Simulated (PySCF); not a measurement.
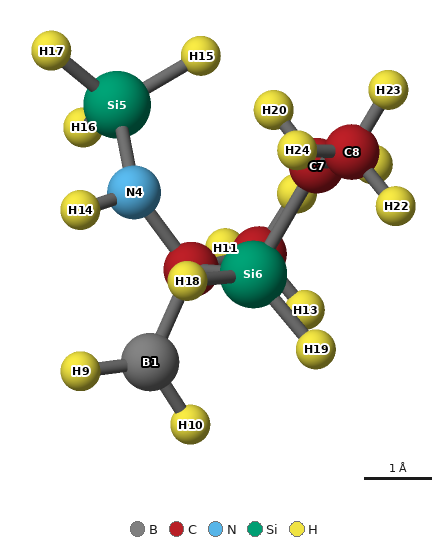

The structure as given in the input (ball-and-stick view, seen at a tilt; atoms are numbered from 1 in the order of the input).

# NMR shielding calculation of C₄H₁₆BNSi₂

The run: NMR shielding calculation of C₄H₁₆BNSi₂, SMILES B[C@@](C)(N[SiH3])[SiH2]CC. Method and program: GIAO CAM-B3LYP/6-31G* NMR shielding, non-relativistic, gas phase (PySCF 2.14.0).

The geometry comes from this level: GFN2-xTB. Figures and captions count atoms from 1; the log counts them from 0 in places.

Input file
```
{"job": {"xc": "CAM-B3LYP", "basis": "6-31G*", "kind": "nmr", "pop": false}, "charge": 0, "multiplicity": 1}
B      1.384581    -0.452618    -1.883630
C      1.011982    -0.289796    -0.409609
C      1.351379    -1.415842     0.552160
N      1.191267     1.017820     0.208009
Si     2.077765     1.406229     1.627085
Si    -0.931739    -0.292290    -0.739189
C     -1.765138    -0.128931     0.961099
C     -3.251762     0.178745     0.834505
H      1.545469     0.488691    -2.563163
H      1.447690    -1.522803    -2.350640
H      2.417424    -1.396454     0.777696
H      0.808574    -1.327011     1.490101
H      1.116477    -2.375837     0.099139
H      1.204865     1.731310    -0.506223
H      1.451502     0.749379     2.779098
H      3.506754     1.049949     1.615951
H      1.938246     2.860245     1.719379
H     -1.282673     0.871983    -1.563919
H     -1.420147    -1.507946    -1.409187
H     -1.283150     0.660027     1.540486
H     -1.649887    -1.052969     1.530019
H     -3.757270    -0.605292     0.276547
H     -3.718579     0.257080     1.814823
H     -3.405364     1.116096     0.306941
```

The first line tells a small driver script what to run in PySCF; the rest is the geometry in Å.

Run on 1 CPU thread, shared host.

Command:
```bash
OMP_NUM_THREADS=1 python <driver script> task.json out
```

Log
```
coarse grid: 19664 points
cycle   1  E = -820.4653169586  dE =  6.690e-01  |g| = 4.373e-01  |ddm| = 4.053e+00
cycle   2  E = -820.4811594467  dE = -1.584e-02  |g| = 3.967e-01  |ddm| = 7.421e-01
cycle   3  E = -820.5173098143  dE = -3.615e-02  |g| = 7.052e-02  |ddm| = 3.824e-01
cycle   4  E = -820.5183281992  dE = -1.018e-03  |g| = 2.921e-02  |ddm| = 9.027e-02
cycle   5  E = -820.5185485991  dE = -2.204e-04  |g| = 4.804e-03  |ddm| = 3.127e-02
cycle   6  E = -820.5185554120  dE = -6.813e-06  |g| = 1.390e-03  |ddm| = 6.571e-03
final grid: 176840 points
cycle   7  E = -820.4365211761  dE = -2.319e-05  |g| = 5.135e-03  |ddm| = 1.867e-02
cycle   8  E = -820.4365214039  dE = -2.278e-07  |g| = 5.354e-03  |ddm| = 9.943e-03
cycle   9  E = -820.4365285755  dE = -7.172e-06  |g| = 4.501e-04  |ddm| = 4.853e-03
cycle  10  E = -820.4365286234  dE = -4.793e-08  |g| = 2.284e-04  |ddm| = 5.964e-04
cycle  11  E = -820.4365286385  dE = -1.505e-08  |g| = 4.713e-05  |ddm| = 3.177e-04
cycle  12  E = -820.4365286396  dE = -1.133e-09  |g| = 1.672e-05  |ddm| = 1.003e-04
cycle  13  E = -820.4365286398  dE = -2.026e-10  |g| = 7.058e-06  |ddm| = 4.567e-05
```

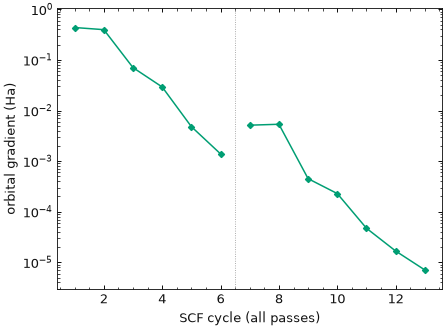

Convergence of the self-consistent field: orbital gradient against the SCF cycle. The dotted line marks the change from a coarse to the final integration grid. The first 6 cycles use a coarse grid, the final grid takes over at cycle 7, and the field converges after 13 cycles in all.

```
converged SCF energy = -820.4365286398

GIAO shielding tensors (ppm)
atom      isotropic    diamagn.    paramagn.     s11        s22        s33       span
  0 B       48.811     202.213    -153.402    -13.141     33.661    125.913    139.054
  1 C      124.376     241.819    -117.443     76.222    136.722    160.182     83.960
  2 C      176.317     250.803     -74.485    163.681    174.689    190.583     26.902
  3 N      234.625     318.793     -84.169    192.577    225.493    285.803     93.226
  4 Si     453.571     882.773    -429.202    417.365    437.972    505.375     88.010
  5 Si     442.289     884.435    -442.146    401.742    460.400    464.725     62.983
  6 C      192.289     248.963     -56.674    186.873    188.853    201.141     14.268
  7 C      184.783     244.351     -59.568    177.201    180.939    196.210     19.009
  8 H       25.803      32.843      -7.040     19.361     27.805     30.243     10.883
  9 H       25.857      32.315      -6.459     19.647     28.047     29.876     10.228
 10 H       30.400      31.542      -1.142     26.351     28.459     36.389     10.038
 11 H       30.837      34.437      -3.600     27.753     30.573     34.185      6.432
 12 H       30.683      31.800      -1.117     26.898     28.694     36.457      9.559
 13 H       31.829      33.072      -1.242     22.675     31.356     41.457     18.782
 14 H       27.479      31.571      -4.092     23.545     27.104     31.788      8.243
 15 H       27.435      29.871      -2.435     23.683     25.066     33.556      9.873
 16 H       27.787      30.191      -2.404     24.352     25.801     33.208      8.856
 17 H       28.744      33.084      -4.340     24.751     27.784     33.697      8.946
 18 H       28.295      32.307      -4.012     24.179     26.863     33.843      9.664
 19 H       31.160      33.454      -2.293     25.235     31.245     37.001     11.767
 20 H       31.420      32.827      -1.407     25.473     32.003     36.785     11.312
 21 H       31.325      29.015       2.310     26.441     29.719     37.817     11.377
 22 H       30.936      28.574       2.362     25.766     28.777     38.265     12.499
 23 H       31.341      29.545       1.796     26.480     30.067     37.476     10.996
```

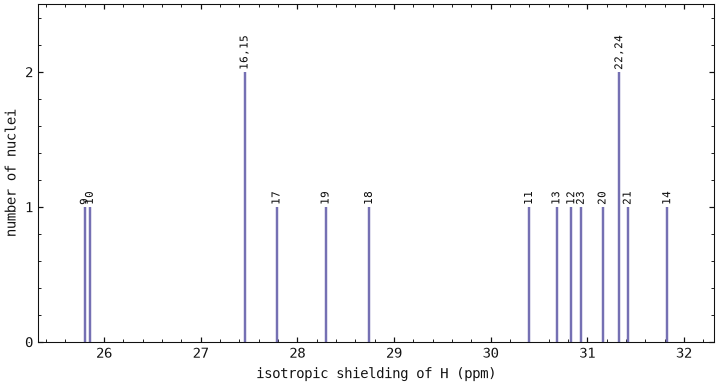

Isotropic shieldings of the hydrogen nuclei in this fixed geometry, labelled by atom number; shielding grows to the right, so chemical shift grows to the left. The least shielded is H9 (25.8 ppm), the most shielded H14 (31.8 ppm).

Key numbers

- outcome: converged
- total energy: −820.436529 hartree
- HOMO: −7.27 eV
- LUMO: 0.25 eV
- dipole moment: 0.83 D
- isotropic shielding, B: 48.8 ppm
- isotropic shielding, C: 124.4 to 192.3 ppm
- isotropic shielding, N: 234.6 ppm
- isotropic shielding, Si: 442.3 to 453.6 ppm
- isotropic shielding, H: 25.8 to 31.8 ppm
- wall time: 57 s
- peak memory: 0.91 GiB
